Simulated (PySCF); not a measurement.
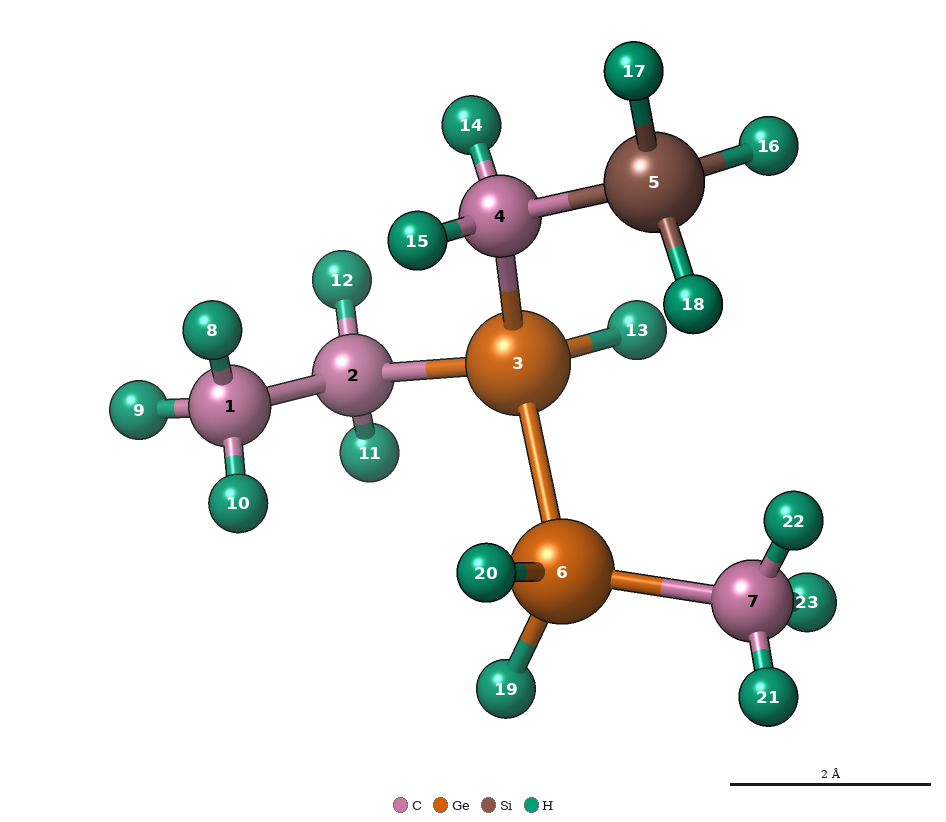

Atoms carry their numbers in the input. The geometry was computed by an optimisation with PBE0-D3(BJ)/def2-SVP. No frequency run is at hand to confirm it as a minimum.

### Describe the coordination of atom 4.

C4 has 4 neighbours (Ge3 at 1.97, Si5 at 1.87, H14 at 1.10, H15 at 1.10 Å); the arrangement is tetrahedral.

### What is the geometry at C2?

C2 has 4 neighbours (C1 at 1.52, Ge3 at 1.97, H11 at 1.10, H12 at 1.10 Å); the arrangement is tetrahedral.

### How are the neighbours of atom 7 arranged?

C7 has 4 neighbours (Ge6 at 1.96, H21 at 1.10, H22 at 1.10, H23 at 1.10 Å); the arrangement is tetrahedral.

### Describe the coordination of atom 3.

Ge3 has 4 neighbours (C2 at 1.97, C4 at 1.97, Ge6 at 2.43, H13 at 1.55 Å); the arrangement is tetrahedral.

### What is the dihedral angle C1–C2–Ge3–C4?

62° in size, that is gauche.
